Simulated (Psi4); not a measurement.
**[SiH3]+ (SMILES [SiH3+]) at MP2/cc-pVDZ (density fitting with cc-pvtz-jkfit, density fitting for correlation, sweep point 4)**

Wanted: a geometry optimisation of [SiH3]+. Input form: a Python script.

The calculation is run with Psi4 1.11.

6 further runs of the same task are left out: 6 set aside as unsound or not needed.

**1. The system as given**

The species is [SiH3]+ (4 atoms), meant as a singlet with charge +1. SMILES: `[SiH3+]`. The coordinates come from a PBE0-D4/def2-TZVP relaxation. The run starts from this shape.

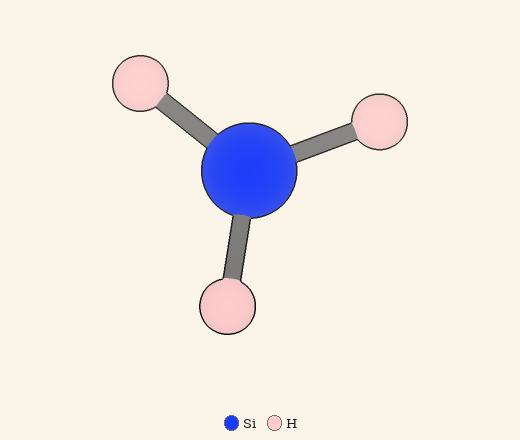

The structure, seen from a chosen angle (silicon blue, hydrogen pink).

**2. A geometry optimisation at MP2/cc-pVDZ (density fitting with cc-pvtz-jkfit, density fitting for correlation, sweep point 4)**

Input file h3si.py:

```python
import psi4

psi4.set_memory(1600000000)
psi4.set_num_threads(1)
psi4.set_output_file('h3si.out', False)

m = psi4.geometry("""
1 1
Si     0.000000     0.000000     0.000000
H      0.686900     0.675400     1.113000
H     -0.118400    -1.467200    -0.009900
H     -0.568500     0.791700    -1.103100
symmetry c1
""")

psi4.set_options(dict(puream=True, scf_type='df', num_frozen_docc=5, df_basis_scf='cc-pvtz-jkfit', g_convergence='gau_tight', geom_maxiter=50))

energy_value, wavefunction = psi4.optimize('mp2/cc-pVDZ', return_wfn=True)
print(f'mp2/cc-pVDZ energy: {energy_value:.10f} Eh')
print(m.to_string(dtype='xyz', units='Angstrom'))
for k, v in sorted(psi4.core.scalar_variables().items()):
    print(f'{k:45s} {v:18.10f}')
```

On the command line:

```sh
$ python h3si.py
```

h3si.out:

```text
[...]
  Running in c1 symmetry.
[...]
  Nuclear repulsion =   15.721450087033412
[...]
  Multiplicity = 1
[...]
  Nalpha       = 8
  Nbeta        = 8
[...]
    Number of basis functions: 33
[...]
   @DF-RHF iter   1:  -290.31639038821595   -2.12699e-01   4.92372e-03 DIIS/ADIIS
[...]
   @DF-RHF iter   5:  -290.34673315396822    2.27374e-13   5.78699e-11 DIIS
[...]
    Orbital Energies [Eh]
    ---------------------
    Doubly Occupied:
       1A    -69.124288     2A     -6.469657     3A     -4.576282
       4A     -4.572602     5A     -4.572602     6A     -0.989623
       7A     -0.773876     8A     -0.773875
[...]
  @DF-RHF Final Energy:  -290.34673315396822
   => Energetics <=
    Nuclear Repulsion Energy =             15.7330075591981871
    One-Electron Energy =                -428.4538733500408512
    Two-Electron Energy =                 122.3741326368744637
    Total Energy =                       -290.3467331539682164
[...]
 Multipole Moments:
 ------------------------------------------------------------------------------------
     Multipole            Electronic (a.u.)      Nuclear  (a.u.)        Total (a.u.)
 ------------------------------------------------------------------------------------
 L = 1.  Multiply by 2.5417464519 to convert [e a0] to [Debye]
 Dipole X            :         -0.0000002            0.0000002           -0.0000001
 Dipole Y            :         -0.0000073            0.0000048           -0.0000025
 Dipole Z            :          0.0000011           -0.0000008            0.0000004
 Magnitude           :                                                    0.0000025
[...]
  -Total Gradient:
     Atom            X                  Y                   Z
    ------   -----------------  -----------------  -----------------
       1       -0.000000016207    -0.000000370652     0.000000042854
       2       -0.000000021143     0.000000213299    -0.000000072902
       3       -0.000000017655    -0.000000004196    -0.000000037492
       4        0.000000055005     0.000000161549     0.000000067540
[...]
    Final optimized geometry and variables:
    Molecular point group: c1
    Full point group: C1
    Geometry (in Angstrom), charge = 1, multiplicity = 1:
    SI          -0.000000005774    -0.000000185732     0.000000028985
    H            0.686385660924     0.674966183620     1.112161270770
    H           -0.118320970900    -1.466120664343    -0.009902496189
    H           -0.568064529727     0.791159636592    -1.102259579183
[...]
```

On the terminal:

```text
Optimizer: Optimization complete!
mp2/cc-pVDZ energy: -290.4302378864 Eh
4
1 1 H3Si
Si                   -0.000000005774    -0.000000185732     0.000000028985
H                     0.686385660924     0.674966183620     1.112161270770
H                    -0.118320970900    -1.466120664343    -0.009902496189
H                    -0.568064529727     0.791159636592    -1.102259579183

CURRENT CORRELATION ENERGY                         -0.0835047324
CURRENT ENERGY                                   -290.4302378864
CURRENT REFERENCE ENERGY                         -290.3467331540
CUSTOM SCS-MP2 CORRELATION ENERGY                  -0.0949051030
CUSTOM SCS-MP2 TOTAL ENERGY                      -290.4416382570
DD SOLVATION ENERGY                                 0.0000000000
HF KINETIC ENERGY                                 290.2978529546
HF POTENTIAL ENERGY                              -580.6445861085
HF TOTAL ENERGY                                  -290.3467331540
HF VIRIAL RATIO                                     2.0001683795
MP2 CORRELATION ENERGY                             -0.0835047324
MP2 DOUBLES ENERGY                                 -0.0835047324
MP2 OPPOSITE-SPIN CORRELATION ENERGY               -0.0773886833
MP2 SAME-SPIN CORRELATION ENERGY                   -0.0061160491
MP2 SINGLES ENERGY                                 -0.0000000000
MP2 TOTAL ENERGY                                 -290.4302378864
NUCLEAR REPULSION ENERGY                           15.7330075592
ONE-ELECTRON ENERGY                              -428.4538733500
OPTIMIZATION ITERATIONS                             5.0000000000
PCM POLARIZATION ENERGY                             0.0000000000
PE ENERGY                                           0.0000000000
SCF ITERATION ENERGY                             -290.3467331540
SCF ITERATIONS                                      5.0000000000
SCF TOTAL ENERGY                                 -290.3467331540
SCS-MP2 CORRELATION ENERGY                         -0.0949051030
SCS-MP2 TOTAL ENERGY                             -290.4416382570
TWO-ELECTRON ENERGY                               122.3741326369
```

Run time: 3.9 s. Hardware: 1 thread of Intel Xeon 6975P-C (Granite Rapids), shared host; peak memory 0.29 GiB.

Step by step:

| step | energy from the first frame kept (eV) | largest force (eV/Å) |
| --- | --- | --- |
| 0 | 0.0000 | 0.0221 |
| 1 | 0.0000 | 0.0033 |
| 2 | 0.0000 | 0.0066 |
| 3 | 0.0000 | 0.0008 |
| 4 | 0.0000 | 0.0000 |

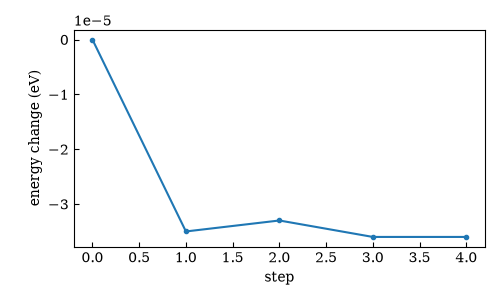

Energy along the run.

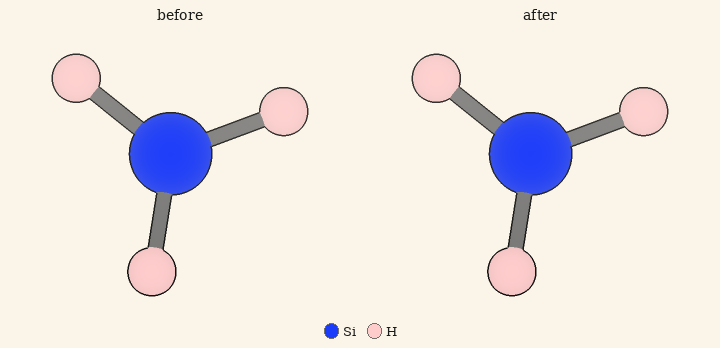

Before and after, at one scale.

After the run. Bond lengths: Si1–H2 1.471 Å, Si1–H3 1.471 Å, Si1–H4 1.471 Å. Angles: H2–Si1–H3 120.0°, H2–Si1–H4 120.0°, H3–Si1–H4 120.0°.

**3. Results**

Level: MP2/cc-pVDZ (density fitting with cc-pvtz-jkfit, density fitting for correlation, sweep point 4), 5 core orbitals frozen.

| quantity | value |
| --- | --- |
| total energy at the end | -290.43024 Eh |
| correlation energy (5 core orbitals frozen) | -83.5 mEh |

In words: At the final geometry: Bond lengths: Si1–H2 1.471 Å, Si1–H3 1.471 Å, Si1–H4 1.471 Å. Angles: H2–Si1–H3 120.0°, H2–Si1–H4 120.0°, H3–Si1–H4 120.0°. The optimisation took 5 steps and changed the energy by -0.000 eV.
